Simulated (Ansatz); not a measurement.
# UCCSD(T)/STO-3G run of BNH2F (SMILES N[B]F)

Aim: the vertical doublet–quartet gap of BNH2F at UCCSD(T)/STO-3G, from 2 runs. 

The results are computed with Ansatz 0.2.0.

78 further runs of the same task are left out: 78 set aside as unsound or not needed.

## (1) The system as given

BNH2F has 5 atoms, charge 0, and is taken as a doublet. As SMILES, `N[B]F`. Geometry: relaxed at PBE0-D4/def2-TZVP. This is one conformer, not always the lowest.

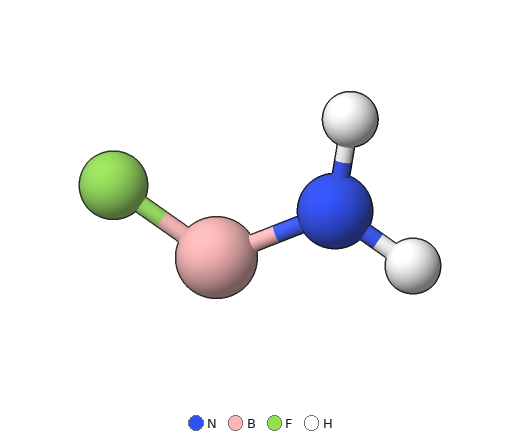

Viewed from a chosen angle; nitrogen blue, boron pink, fluorine green, hydrogen white.

## (2) The energy at UCCSD(T)/STO-3G

The input, job.yaml:

```yaml
crystal:
  periodic: [false, false, false]
  atoms:
    - {symbol: N, position_ang: [-0.315200, 0.284600, -0.298300]}
    - {symbol: B, position_ang: [0.256800, -0.904700, 0.119300]}
    - {symbol: F, position_ang: [1.186500, -0.957100, 1.060600]}
    - {symbol: H, position_ang: [-1.019600, 0.322000, -1.012000]}
    - {symbol: H, position_ang: [-0.058500, 1.181700, 0.088900]}
basis:
  gaussian: {orbitals: STO-3G}
magnetization: {spin_polarized: true, initial_magnetization: 1}
correlation: {method: ccsd_t, frozen_orbitals: {B: 1, F: 1, H: 0, "N": 1}}
accuracy: high
scf: {omitted_lower_state_checks: [cluster_reference, increment]}
```

Run with:

```bash
$ ansatz run job.yaml --threads 1 --pin off --max-ram 2610MiB --events-out events.jsonl --progress --plain --runs-dir runs
```

The program printed, shortened:

```text
Warning: RAYON_NUM_THREADS=1 ignored (pool sized by the plan → 1); use --threads N
Functional definition: HF
  name "HF"
[...]
295 factors; integrals over basis functions are off by at most 4.6e-8 eV
[...]
mean field -4825.26953428 eV, -177.3253846997 hartree, gradient 9.8e-9 eV, S^2 0.754687; 0 other end points of the search recorded, 0 dependent functions left out
3 core orbitals not correlated: weight in the atoms' cores, before any rotation towards them, 1.000 or more for the frozen orbitals, at most 0.000 for the correlated occupied ones
reference -4825.26953428 eV, -177.3253846997 hartree; 9, 8 occupied and 5, 6 virtual orbitals, 295 factors
second order -2.58294980 eV of doubles, -0.00000000 eV of singles
cycle   1  -2.88058651 eV  change   -3.0e-1 eV  update   8.0e-2
[...]
cycle  21  -3.17859355 eV  change   7.6e-10 eV  update   2.0e-9
perturbative correction -0.13932559 eV, -0.0051201211 hartree
Total energy: -4828.58745342 eV, -177.4473159792 hartree
Checks for a lower state left out: cluster_reference, increment
```

Run time: 0.18 s. Hardware: 1 thread of Arm Neoverse V2, shared host.

## (3) The quartet at the same level

The input, molecule.yaml:

```yaml
crystal:
  periodic: [false, false, false]
  atoms:
    - {symbol: N, position_ang: [-0.315200, 0.284600, -0.298300]}
    - {symbol: B, position_ang: [0.256800, -0.904700, 0.119300]}
    - {symbol: F, position_ang: [1.186500, -0.957100, 1.060600]}
    - {symbol: H, position_ang: [-1.019600, 0.322000, -1.012000]}
    - {symbol: H, position_ang: [-0.058500, 1.181700, 0.088900]}
basis:
  gaussian:
    orbitals: STO-3G
magnetization:
  spin_polarized: true
  initial_magnetization: 3
correlation:
  method: ccsd_t
  frozen_orbitals: {B: 1, F: 1, H: 0, "N": 1}
accuracy: high
scf:
  omitted_lower_state_checks: [cluster_reference, increment]
```

Run with:

```bash
$ ansatz run molecule.yaml --threads 1 --pin off --max-ram 2610MiB --events-out events.jsonl --progress --plain --runs-dir runs
```

The program printed, shortened:

```text
Warning: RAYON_NUM_THREADS=1 ignored (pool sized by the plan → 1); use --threads N
[... 2 set-up lines as earlier in the session ...]
[...]
295 factors; integrals over basis functions are off by at most 4.6e-8 eV
[...]
mean field -4817.96215170 eV, -177.0568433430 hartree, gradient 1.7e-8 eV, S^2 3.759660; 2 other end points of the search recorded, 0 dependent functions left out
3 core orbitals not correlated: weight in the atoms' cores, before any rotation towards them, 1.000 or more for the frozen orbitals, at most 0.000 for the correlated occupied ones
reference -4817.96215170 eV, -177.0568433430 hartree; 10, 7 occupied and 4, 7 virtual orbitals, 295 factors
second order -1.81188766 eV of doubles, -0.00000000 eV of singles
cycle   1  -2.17298447 eV  change   -3.6e-1 eV  update   7.2e-2
[...]
cycle  28  -2.52641635 eV  change    1.0e-9 eV  update   1.1e-9
perturbative correction -0.07931174 eV, -0.0029146525 hartree
Total energy: -4820.56787979 eV, -177.1526020839 hartree
Checks for a lower state left out: cluster_reference, increment
```

Wall time 0.24 s (1 thread of Arm Neoverse V2, shared host).

## (4) Outcome

At UCCSD(T)/STO-3G, 3 core orbitals frozen:

```
                                            quantity          value
                               doublet: total energy  -177.44732 Eh
doublet: correlation energy (3 core orbitals frozen)     -121.9 mEh
                             doublet: (T) correction      -5.12 mEh
          doublet: ⟨S²⟩ of the reference determinant          0.755
                              doublet: T1 diagnostic          0.018
                               quartet: total energy  -177.15260 Eh
quartet: correlation energy (3 core orbitals frozen)      -95.8 mEh
                             quartet: (T) correction      -2.91 mEh
          quartet: ⟨S²⟩ of the reference determinant          3.760
                              quartet: T1 diagnostic          0.035
    vertical energy of the quartet above the doublet       8.020 eV
```

At this shape the quartet lies 8.02 eV (774 kJ/mol) above the doublet. In a minimal basis such a difference can be off by several eV, whatever the method. The triples (doublet) make up 4.2 % of the correlation energy. The triples (quartet) make up 3.0 % of the correlation energy.
